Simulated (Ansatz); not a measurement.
**CH₂BBrO: inputs that go wrong**

3 inputs were typed for CH₂BBrO. Each is run as it stands; the log then has to tell whether the result can be used.

Program: Ansatz 0.2.0, Gaussian basis. Level of theory: the settings change from run to run. These are calculated values, not measurements.

**1. The geometry**

The geometry comes from an earlier relaxation with PBE0-D4 in a triple-zeta def2 set; it is a stationary point.

6 atoms, charge 0, spin multiplicity 1.

Atoms are counted from 1 here; the program's logs count them from 0.

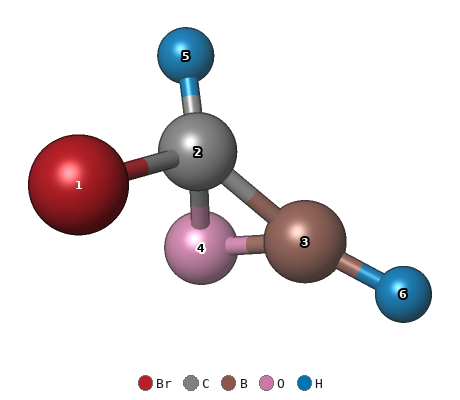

The geometry (bromine red, carbon grey, boron brown, oxygen pink, hydrogen blue); atoms are numbered from 1 in the order of the file.

**2. Attempt 1**

in.yaml reads:

```yaml
crystal:
  periodic: [false, false, false]
  atoms:
    - {symbol: Br, position_ang: [1.756025, 0.575166, -1.157926]}
    - {symbol: C, position_ang: [0.331562, -0.381025, -0.305504]}
    - {symbol: B, position_ang: [-0.547613, 0.278878, 0.720001]}
    - {symbol: O, position_ang: [-1.005988, 0.172961, -0.530118]}
    - {symbol: H, position_ang: [0.407556, -1.438058, -0.526326]}
    - {symbol: H, position_ang: [-0.899442, 0.728077, 1.753672]}
basis:
  gaussian: {orbitals: cc-pVTZ, final_grid: {core_spheres: 5, valence_spheres: 4, degree: 11}}
magnetization: {spin_polarized: true, initial_magnetization: 2}
hamiltonian: {xc: {name: HF}}
correlation: {method: mp2, frozen_orbitals: {Br: 9}}
output: {forces: true}
```

Run with:

```bash
ansatz run in.yaml --threads 2 --pin off --events-out ev --progress --plain --max-ram 4352MiB
```

Log:

```text
Functional definition: HF
  name "HF"
  cite "Fock, Z. Phys. 61, 126 (1930) doi:10.1007/BF01340294"
  parent pbe
  exchange = exact_x
  correlation = 0
Error: "frozen_orbitals" has no count for C
```

It took 0.05 s on 2 threads of Arm Neoverse N1, shared host.

**Diagnosis.** The program refused the input. Frozen orbitals are typed for one element alone, and the program wants a count for each. It also asks for charge 0 and multiplicity 3, another species or state than the molecule above. Fix: leave frozen_orbitals out, or give every element a count that its core really has, and set charge and spin to those of the species named.

**3. Attempt 2**

in.yaml reads:

```yaml
crystal:
  periodic: [false, false, false]
  atoms:
    - {symbol: Br, position_ang: [3.468877, 0.949066, -1.916162]}
    - {symbol: C, position_ang: [1.359677, -1.036272, -0.590160]}
    - {symbol: B, position_ang: [-1.378385, 0.097122, 1.385084]}
    - {symbol: O, position_ang: [-2.508687, 0.176548, -1.011454]}
    - {symbol: H, position_ang: [0.690791, -2.612263, -1.114977]}
    - {symbol: H, position_ang: [-2.755898, 1.400230, 4.210306]}
basis:
  gaussian: {orbitals: pcseg-2, fitting: {mean_field: cc-pVTZ-jkfit}}
hamiltonian: {xc: {name: B2GP-PLYP}}
output: {forces: true}
```

The command is unchanged.

Log (excerpt; [...] marks lines left out):

```text
Functional definition: B2GP-PLYP
  name "B2GP-PLYP"
  cite "Karton, Tarnopolsky, Lamère, Schatz & Martin, J. Phys. Chem. A 112, 12868 (2008) doi:10.1021/jp801805p"
  cite "Becke, Phys. Rev. A 38, 3098 (1988) doi:10.1103/PhysRevA.38.3098"
  cite "Lee, Yang & Parr, Phys. Rev. B 37, 785 (1988) doi:10.1103/PhysRevB.37.785"
[...]
504 factors; integrals over basis functions are off by at most 8.9e-1 eV
[...]
mean field -73789.30240375 eV, -2711.7068471523 hartree, gradient 4.5e-6 eV, S^2 0.000000; 4 other end points of the search recorded, 0 dependent functions left out; unrestricted orbitals would lower it
12 core orbitals not correlated: weight in the atoms' cores, before any rotation towards them, 1.000 or more for the frozen orbitals, at most 0.000 for the correlated occupied ones
reference -73789.30257269 eV, -2711.7068533608 hartree; 16, 16 occupied and 133, 133 virtual orbitals, 504 factors
second order -23.80667508 eV of doubles, -0.00000000 eV of singles
[...]
Total energy: -73797.87297572 eV, -2712.0218098629 hartree
Atom 0 at     3.468877     0.949066    -1.916162 Å, force    -0.930087    -1.055645     0.447712 eV/Å
Atom 1 at     1.359677    -1.036272    -0.590160 Å, force    -0.884251    -2.224159    -1.180486 eV/Å
Atom 2 at    -1.378385     0.097122     1.385084 Å, force    -1.158103     0.230391    -2.043339 eV/Å
Atom 3 at    -2.508687     0.176548    -1.011454 Å, force     1.204793    -0.183510     2.182814 eV/Å
Atom 4 at     0.690791    -2.612263    -1.114977 Å, force     1.648336     3.321408     0.723143 eV/Å
Atom 5 at    -2.755898     1.400230     4.210306 Å, force     0.119312    -0.088485    -0.129845 eV/Å
Dipole moment:     0.113414    -0.433292     1.381521 e Å
```

Wall time 25 s (2 threads of Arm Neoverse N1, shared host).

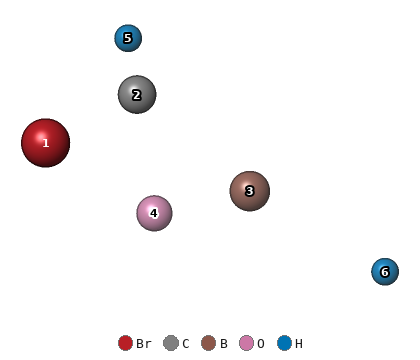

The geometry of this input.

What is wrong: It ended without an error, which proves nothing about the input. The geometry is stretched to more than twice its size. The shortest distance is 1.79 Å (C2–H5), against 1.08 Å in the relaxed molecule. Its coordinates are also moved off the relaxed structure. Its energy is no property of the relaxed molecule. To mend it, use the relaxed coordinates.

**4. Attempt 3**

in.yaml reads:

```yaml
crystal:
  periodic: [false, false, false]
  atoms:
    - {symbol: Br, position_ang: [3.863255, 1.265365, -2.547436]}
    - {symbol: C, position_ang: [0.729436, -0.838256, -0.672108]}
    - {symbol: B, position_ang: [-1.204748, 0.613531, 1.584003]}
    - {symbol: O, position_ang: [-2.213174, 0.380515, -1.166260]}
    - {symbol: H, position_ang: [0.896624, -3.163727, -1.157918]}
    - {symbol: H, position_ang: [-1.978773, 1.601769, 3.858077]}
basis:
  gaussian: {orbitals: def2-TZVPD}
magnetization: {spin_polarized: true, initial_magnetization: 2}
hamiltonian: {xc: {name: r2SCAN}, dispersion: d3bj}
```

Same command.

Log:

```text
Warning: the engine holds no damping parameters fitted to this dispersion correction and functional, so the run takes those fitted to r2scan beside the three-body term, which d3bj leaves out (hamiltonian.dispersion, under Limitations)
Functional definition: r2SCAN
  name "r2SCAN"
  cite "Furness, Kaplan, Ning, Perdew & Sun, J. Phys. Chem. Lett. 11, 8208 (2020) doi:10.1021/acs.jpclett.0c02405"
  cite "Furness, Kaplan, Ning, Perdew & Sun, J. Phys. Chem. Lett. 11, 9248 (2020) doi:10.1021/acs.jpclett.0c03077"
  parent r2scan
  parameter k0 = 0.174
  parameter k1 = 0.065
  parameter a1 = 4.9479
  exchange = r2scan_x(k0 = k0, k1 = k1, a1 = a1)
  correlation = r2scan_c
1045 factors; their error is unknown
mean field evaluation 1: about -73773.1112 eV, gradient 7.0e1 eV
mean field evaluation 2: about -73079.6411 eV, gradient 1.8e2 eV
mean field evaluation 4: about -73483.4945 eV, gradient 1.3e2 eV
mean field evaluation 8: about -73812.3723 eV, gradient 1.5e1 eV
mean field evaluation 16: about -73815.2810 eV, gradient 1.0e0 eV
mean field evaluation 32: about -73815.4568 eV, gradient 6.7e-2 eV
Error: SIGTERM received: run cancelled behind 37 evaluations of the mean field
```

Wall time 91 s (2 threads of Arm Neoverse N1, shared host).

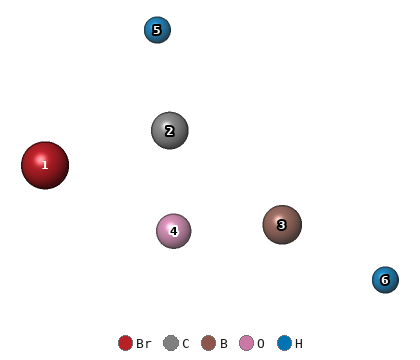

The geometry of this input.

**Diagnosis.** The run hit its time limit. The geometry is stretched to more than twice its size. The shortest distance is 2.38 Å (C2–H5), against 1.08 Å in the relaxed molecule. It also asks for charge 0 and multiplicity 3, another species or state than the molecule above. To mend it, use the relaxed coordinates, and set charge and spin to those of the species named.

**5. Summary**

```
attempt              level      ended                                                                                    cause    time
      1        MP2/cc-pVTZ    refused  frozen orbitals are typed for one element alone, and the program wants a count for each  0.05 s
      2  B2GP-PLYP/pcseg-2  converged                                    the geometry is stretched to more than twice its size    25 s
      3  r2SCAN/def2-TZVPD    timeout                                    the geometry is stretched to more than twice its size    91 s
```

In words: 1 refused, 1 converged, 1 timeout. A refusal costs next to no computing time. The dangerous case is the input that converges on a wrong geometry, charge, spin, basis or grid: often only a look at the input shows it.
